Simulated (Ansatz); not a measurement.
Input

```
crystal:
  periodic: [false, false, false]
  atoms:
    - {symbol: C, position_ang: [0.436657, -1.907284, 0.363758]}
    - {symbol: B, position_ang: [0.425687, -0.355540, -0.029840]}
    - {symbol: C, position_ang: [1.452023, 0.110831, -1.171880]}
    - {symbol: O, position_ang: [0.486822, 0.528883, 1.198039]}
    - {symbol: N, position_ang: [-1.093085, 0.084244, -0.453633]}
    - {symbol: Si, position_ang: [-1.413702, 1.424104, 0.770170]}
    - {symbol: H, position_ang: [0.232403, -2.558705, -0.493748]}
    - {symbol: H, position_ang: [1.415062, -2.200939, 0.755991]}
    - {symbol: H, position_ang: [-0.295506, -2.146319, 1.145009]}
    - {symbol: H, position_ang: [1.353247, 1.172066, -1.438065]}
    - {symbol: H, position_ang: [1.331854, -0.466764, -2.094757]}
    - {symbol: H, position_ang: [2.488567, -0.040068, -0.851501]}
    - {symbol: H, position_ang: [1.231915, 1.131854, 1.181268]}
    - {symbol: H, position_ang: [-1.769326, -0.668210, -0.359269]}
    - {symbol: H, position_ang: [-1.176033, 0.426676, -1.405874]}
    - {symbol: H, position_ang: [-1.761801, 0.965678, 2.130573]}
    - {symbol: H, position_ang: [-0.625988, 2.665959, 0.584396]}
    - {symbol: H, position_ang: [-2.756292, 1.844835, 0.221264]}
basis:
  gaussian: {orbitals: def2-TZVPP}
hamiltonian: {xc: pbe0, dispersion: d4}
output: {orbitals: {seedname: orbitals}}
```

Run with:

```sh
ansatz run in.yaml --threads 4 --pin off --events-out ev --progress --plain --max-ram 11315MiB
```

Geometry: PBE0-D4/def2-TZVP.

Method: Ansatz 0.2.0, RKS PBE0-D4/def2-TZVPP.

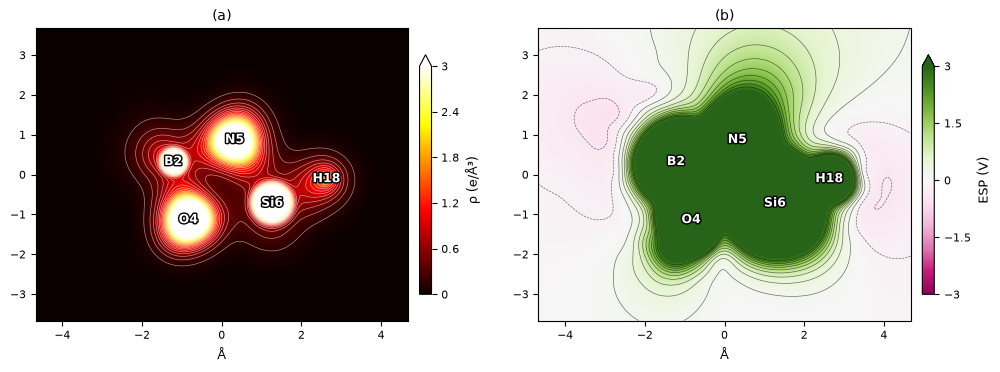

C$_{2}$H$_{12}$BNOSi. (a) total electron density; (b) electrostatic potential on the plane of atoms B2, N5 and Si6.

**Interpret the plot.**

The section cuts through B, O, N, Si and H sites. B–O (1.51 Å): ρ at the midpoint is about 1.5 e/Å³. B–N (1.64 Å): ρ is about 1.2 e/Å³ halfway. Si–N (1.84 Å): the density is about 0.92 e/Å³ at the midpoint. Outside the dense part of the molecule the potential is most negative (−0.5 V) near C1, which lies off the plane.
